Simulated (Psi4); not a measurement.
# NOF (nitrosyl fluoride): revPBE/def2-TZVPP

Aim: the energy change on altering one bond length of NOF (nitrosyl fluoride) at revPBE/def2-TZVPP, from 2 runs. 

The calculation is run with Psi4 1.11.

1 further run of the same task is left out (it didn't finish).

## (1) The molecule

NOF: 3 atoms, total charge 0, spin state singlet. As SMILES, `O=NF`. Geometry: relaxed at PBE0-D4/def2-TZVP.

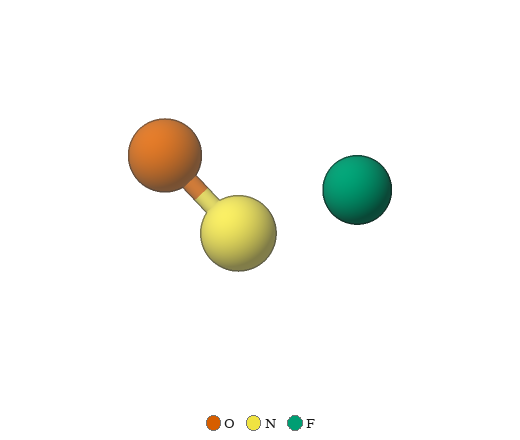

Viewed from a chosen angle; oxygen orange, nitrogen yellow, fluorine teal.

## (2) Energy and forces at revPBE/def2-TZVPP

Input file fno.in:

```
memory 2200 MB

molecule system {
  0 1
  O
  N 1 1.126674
  F 2 1.483325 1 110.42286
  units angstrom
  symmetry c1
  no_reorient
  no_com
}

set puream true
set e_convergence 1e-09
set d_convergence 1e-08
set scf_type pk
set dft_radial_points 99
set dft_spherical_points 590

e, wfn = gradient("revpbe/def2-TZVPP", return_wfn=True)
oeprop(wfn, "MULLIKEN_CHARGES", "WIBERG_LOWDIN_INDICES", "QUADRUPOLE")
print_variables()
```

Launch:

```
psi4 -n 1 fno.in fno.out
```

fno.out:

```text
[...]
  Running in c1 symmetry.
[...]
  Nuclear repulsion =   66.472919985517308
[...]
  Multiplicity = 1
[...]
  Nalpha       = 12
  Nbeta        = 12
[...]
    Number of basis functions: 93
[...]
   @RKS iter   1:  -229.70496761735933   -2.21936e-01   4.82314e-03 DIIS/ADIIS
[...]
   @RKS iter  11:  -229.76503229216078   -6.82121e-13   2.02273e-09 DIIS
[...]
    Orbital Energies [Eh]
    ---------------------
    Doubly Occupied:
       1A    -24.272218     2A    -18.905747     3A    -14.212829
       4A     -1.220596     5A     -1.073109     6A     -0.646269
       7A     -0.534092     8A     -0.516579     9A     -0.486081
      10A     -0.355701    11A     -0.336418    12A     -0.294342
[...]
  @RKS Final Energy:  -229.76503229216078
   => Energetics <=
    Nuclear Repulsion Energy =             66.4729199855173079
    One-Electron Energy =                -448.2183972183090646
    Two-Electron Energy =                 177.7426601999608522
    DFT Exchange-Correlation Energy =     -25.7622152593298779
    Empirical Dispersion Energy =           0.0000000000000000
    VV10 Nonlocal Energy =                  0.0000000000000000
    Total Energy =                       -229.7650322921607824
[...]
  -Total Gradient:
     Atom            X                  Y                   Z
    ------   -----------------  -----------------  -----------------
       1        0.003655218054    -0.047767605988    -0.000000000000
       2        0.020919631476     0.035653597254     0.000000000000
       3       -0.024567734415     0.012119905756     0.000000000000
[...]
 Multipole Moments:
 ------------------------------------------------------------------------------------
     Multipole            Electronic (a.u.)      Nuclear  (a.u.)        Total (a.u.)
 ------------------------------------------------------------------------------------
 L = 1.  Multiply by 2.5417464519 to convert [e a0] to [Debye]
 Dipole X            :          0.4079091           -0.8038939           -0.3959847
 Dipole Y            :         -0.3537071            0.6510145            0.2973074
 Dipole Z            :          0.0000000            0.0000000            0.0000000
 Magnitude           :                                                    0.4951723
 L = 2.  Multiply by 1.3450342976 to convert [e a0^2] to [Debye ang]
 Quadrupole XX       :        -50.7441382           38.8423637          -11.9017745
 Quadrupole XY       :         31.4900732          -31.2535098            0.2365634
[...]
  Mulliken Charges: (a.u.)
   Center  Symbol    Alpha    Beta     Spin     Total
       1     O     4.00272  4.00272  0.00000 -0.00544
       2     N     3.40870  3.40870  0.00000  0.18261
       3     F     4.58858  4.58858  0.00000 -0.17717
   Total alpha = 12.00000, Total beta = 12.00000, Total charge = -0.00000
  Wiberg Bond Indices using Orthogonal Lowdin Orbitals:
[...]
```

Wall time 39 s (1 thread of Intel Xeon at 2.50GHz (Skylake/Cascade Lake), shared host); peak memory 0.74 GiB.

## (3) The distorted shape

Input file calc.dat:

```
memory 2200 MB

molecule molecule1 {
  O
  N 1 1.126674
  F 2 2.67 1 110.42285
  symmetry c1
  no_reorient
  no_com
}

set globals {
  basis def2-TZVPP
  reference rks
  puream true
  e_convergence 1e-09
  d_convergence 1e-08
  scf_type pk
  dft_radial_points 99
  dft_spherical_points 590
}

e, wfn = gradient('revpbe', return_wfn=True)
oeprop(wfn, 'MAYER_INDICES', 'LOWDIN_CHARGES', 'WIBERG_LOWDIN_INDICES')
print_variables()
```

Launch:

```
psi4 -i calc.dat -o calc.out -n 1
```

calc.out:

```text
[...]
  Running in c1 symmetry.
[...]
  Nuclear repulsion =   50.547766320535857
[...]
  Multiplicity = 1
[...]
  Nalpha       = 12
  Nbeta        = 12
[...]
    Number of basis functions: 93
[...]
   @RKS iter   1:  -229.41813009841033   -2.21759e-01   7.88014e-03 ADIIS/DIIS
[...]
   @RKS iter  48:  -229.69781687658315   -1.19371e-12   4.08823e-09 DIIS
[...]
    Orbital Energies [Eh]
    ---------------------
    Doubly Occupied:
       1A    -24.165665     2A    -19.018472     3A    -14.259929
       4A     -1.280995     5A     -0.928764     6A     -0.707827
       7A     -0.574719     8A     -0.569431     9A     -0.520152
      10A     -0.260370    11A     -0.245586    12A     -0.237685
[...]
  @RKS Final Energy:  -229.69781687658315
   => Energetics <=
    Nuclear Repulsion Energy =             50.5477663205358567
    One-Electron Energy =                -416.4908858990449403
    Two-Electron Energy =                 161.8588309817674826
    DFT Exchange-Correlation Energy =     -25.6135282798415354
    Empirical Dispersion Energy =           0.0000000000000000
    VV10 Nonlocal Energy =                  0.0000000000000000
    Total Energy =                       -229.6978168765831469
[...]
 Multipole Moments:
 ------------------------------------------------------------------------------------
     Multipole            Electronic (a.u.)      Nuclear  (a.u.)        Total (a.u.)
 ------------------------------------------------------------------------------------
 L = 1.  Multiply by 2.5417464519 to convert [e a0] to [Debye]
 Dipole X            :         -0.4662588           -1.4470172           -1.9132761
 Dipole Y            :          0.2664743            0.8904817            1.1569560
 Dipole Z            :         -0.0000000            0.0000000           -0.0000000
 Magnitude           :                                                    2.2358829
[...]
  -Total Gradient:
     Atom            X                  Y                   Z
    ------   -----------------  -----------------  -----------------
       1       -0.001234217191     0.021089906528     0.000000000070
       2       -0.023582358580    -0.011292568211    -0.000000000050
       3        0.024816522414    -0.009797894843    -0.000000000020
[...]
```

It took 57 s on 1 thread of Intel Xeon at 2.50GHz (Skylake/Cascade Lake), shared host; peak memory 0.69 GiB.

## (4) Results

At revPBE/def2-TZVPP:

| quantity | value |
| --- | --- |
| first shape: total energy | -229.76503 Eh |
| first shape: dipole moment | 1.26 D |
| first shape: HOMO energy | -8.01 eV |
| first shape: LUMO energy | -4.34 eV |
| first shape: HOMO–LUMO gap | 3.67 eV |
| first shape: largest force on an atom | 2.463 eV/Å |
| distorted shape: total energy | -229.69782 Eh |
| distorted shape: dipole moment | 5.68 D |
| distorted shape: HOMO energy | -6.47 eV |
| distorted shape: LUMO energy | -6.30 eV |
| distorted shape: HOMO–LUMO gap | 0.17 eV |
| distorted shape: largest force on an atom | 1.372 eV/Å |
| energy change with the N2–F3 bond stretched from 1.483 to 2.670 Å | 1.829 eV |

What this shows: One bond (distorted shape) is far stretched, which a spin-restricted single reference describes badly; a broken-symmetry solution may lie lower. With the N2–F3 bond stretched from 1.483 to 2.670 Å the energy rises by 1.83 eV (42 kcal/mol). The first shape isn't relaxed at this level, so the change isn't measured from a minimum. A restricted reference can't describe the breaking bond well at this length. The largest force (first shape) is 2.46 eV/Å: the shape isn't a stationary point for this species at this level. Mulliken charges (first shape) run from -0.18 on F3 to +0.18 on N2.
